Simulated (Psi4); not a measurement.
# SiH2O (SMILES O=[SiH2]): wB97X-D/cc-pwCVQZ (density fitting, sweep point 8)

What is the vertical electron affinity of SiH2O at wB97X-D/cc-pwCVQZ (density fitting, sweep point 8)? 

Program for the calculation: Psi4 1.11.

**1. The system as given**

The species is SiH2O (4 atoms), meant as a singlet with charge 0. As SMILES, `O=[SiH2]`. Geometry: relaxed at PBE0-D4/def2-TZVP.

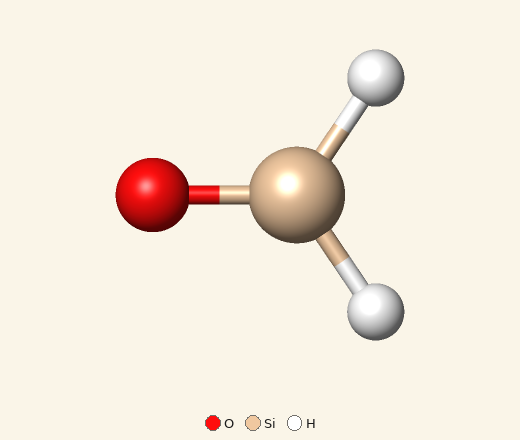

The structure, seen from a chosen angle (oxygen red, silicon light orange, hydrogen white).

**2. The energy at wB97X-D/cc-pwCVQZ (density fitting, sweep point 8)**

job.inp

```
memory 1.6 GB

molecule {
  O     -0.53517044     0.78140175     2.77695254
  Si    -0.01266117     0.01851932     0.06595144
  H      0.83129052    -2.54357136    -0.71091497
  H     -0.28345892     1.74365030    -2.13217799
  units bohr
  symmetry c1
}

set {
  basis cc-pwCVQZ
  reference rks
  puream true
  scf_type df
  dft_radial_points 99
  dft_spherical_points 590
}

e = energy('wb97x-d')
```

The run is started by

```bash
$ psi4 -i job.inp -o job.out -n 1
```

job.out:

```text
[...]
  Running in c1 symmetry.
[...]
  Nuclear repulsion =   52.484790023665980
[...]
  Multiplicity = 1
[...]
  Nalpha       = 12
  Nbeta        = 12
[...]
    Number of basis functions: 253
[...]
   @DF-RKS iter   1:  -365.68618932861142   -4.67989e-01   3.25536e-03 DIIS/ADIIS
[...]
   @DF-RKS iter   8:  -365.93036617278477   -7.71354e-08   2.71135e-07 DIIS
[...]
    Orbital Energies [Eh]
    ---------------------
    Doubly Occupied:
       1A    -66.298666     2A    -19.215641     3A     -5.431049
       4A     -3.780305     5A     -3.772571     6A     -3.771033
       7A     -1.026718     8A     -0.618441     9A     -0.485091
      10A     -0.441792    11A     -0.406682    12A     -0.374912
[...]
  @DF-RKS Final Energy:  -365.93036617278477
   => Energetics <=
    Nuclear Repulsion Energy =             52.4847900236659797
    One-Electron Energy =                -610.7193836196840948
    Two-Electron Energy =                 213.9919160435776178
    DFT Exchange-Correlation Energy =     -21.6872259302482426
    Empirical Dispersion Energy =          -0.0004626900959729
    VV10 Nonlocal Energy =                  0.0000000000000000
    Total Energy =                       -365.9303661727847725
[...]
 Multipole Moments:
 ------------------------------------------------------------------------------------
     Multipole            Electronic (a.u.)      Nuclear  (a.u.)        Total (a.u.)
 ------------------------------------------------------------------------------------
 L = 1.  Multiply by 2.5417464519 to convert [e a0] to [Debye]
 Dipole X            :         -0.1805397            0.4532372            0.2726975
 Dipole Y            :          0.2636549           -0.6618064           -0.3981515
 Dipole Z            :          0.9374991           -2.3521705           -1.4146714
 Magnitude           :                                                    1.4947186
[...]
```

It took 16 s on 1 thread of AMD EPYC 9R45 (Zen 5), shared host; peak memory 1.4 GiB.

**3. The doublet anion**

input.dat

```
memory 1.6 GB

molecule molecule1 {
  -1 2
  O     -0.53517044     0.78140175     2.77695254
  Si    -0.01266117     0.01851932     0.06595144
  H      0.83129052    -2.54357136    -0.71091497
  H     -0.28345892     1.74365030    -2.13217799
  units au
  symmetry c1
}

set globals {
  basis cc-pwCVQZ
  reference uks
  puream true
  scf_type df
  dft_radial_points 99
  dft_spherical_points 590
  maxiter 150
}

result, w = energy("wb97x-d", return_wfn=True)
print_variables()
```

The run is started by

```bash
$ psi4 -i input.dat -o output.dat -n 1
```

output.dat:

```text
[...]
  Running in c1 symmetry.
[...]
  Nuclear repulsion =   52.484790023665980
[...]
  Multiplicity = 2
[...]
  Nalpha       = 13
  Nbeta        = 12
[...]
    Number of basis functions: 253
[...]
   @DF-UKS iter   1:  -365.63288097983320   -4.14681e-01   3.52548e-03 DIIS/ADIIS
[...]
   @DF-UKS iter   9:  -365.93544189851258   -2.94405e-07   5.30387e-07 DIIS
[...]
   @S^2 Observed:                7.554071780E-01
[...]
    Orbital Energies [Eh]
    ---------------------
    Alpha Occupied:
       1A    -66.020288     2A    -18.959784     3A     -5.153592
       4A     -3.501280     5A     -3.496979     6A     -3.495150
       7A     -0.785299     8A     -0.375847     9A     -0.242054
      10A     -0.204147    11A     -0.183876    12A     -0.137303
      13A      0.008748
    Alpha Virtual:
      14A      0.259815    15A      0.288513    16A      0.318318
      17A      0.321984    18A      0.366932    19A      0.373381
      20A      0.407931    21A      0.442245    22A      0.493125
      23A      0.503597    24A      0.521813    25A      0.542740
[...]
  @DF-UKS Final Energy:  -365.93544189851258
   => Energetics <=
    Nuclear Repulsion Energy =             52.4847900236659797
    One-Electron Energy =                -616.9128173149181293
    Two-Electron Energy =                 220.2908264370045970
    DFT Exchange-Correlation Energy =     -21.7977783541689760
    Empirical Dispersion Energy =          -0.0004626900959729
    VV10 Nonlocal Energy =                  0.0000000000000000
    Total Energy =                       -365.9354418985125221
[...]
 Multipole Moments:
 ------------------------------------------------------------------------------------
     Multipole            Electronic (a.u.)      Nuclear  (a.u.)        Total (a.u.)
 ------------------------------------------------------------------------------------
 L = 1.  Multiply by 2.5417464519 to convert [e a0] to [Debye]
 Dipole X            :         -0.3953013            0.4532372            0.0579360
 Dipole Y            :          0.5770455           -0.6618064           -0.0847609
 Dipole Z            :          2.0513545           -2.3521705           -0.3008160
 Magnitude           :                                                    0.3178541
[...]
```

It took 26 s on 1 thread of AMD EPYC 9R45 (Zen 5), shared host; peak memory 1.4 GiB.

**4. Results**

Level: wB97X-D/cc-pwCVQZ (density fitting, sweep point 8).

| quantity | value |
| --- | --- |
| singlet SiH2O: total energy | -365.93037 Eh |
| singlet SiH2O: dipole moment | 3.80 D |
| singlet SiH2O: HOMO energy | -10.20 eV |
| singlet SiH2O: LUMO energy | -0.45 eV |
| singlet SiH2O: HOMO–LUMO gap | 9.75 eV |
| singlet SiH2O: dispersion energy | -1.21 kJ/mol |
| doublet anion: total energy | -365.93544 Eh |
| doublet anion: HOMO energy (highest over α and β) | 0.24 eV |
| doublet anion: LUMO energy (lowest over α and β) | 5.83 eV |
| doublet anion: dispersion energy | -1.21 kJ/mol |
| doublet anion: ⟨S²⟩ | 0.755 |
| vertical electron affinity (to the doublet anion) | 0.138 eV |

**Reading.** At fixed nuclei the extra electron is bound by 0.14 eV (3.2 kcal/mol). The basis has no diffuse functions, so the error can be as large as this value. The HOMO (doublet anion) lies at positive energy, 0.24 eV; only total energies tell whether the electron is bound.
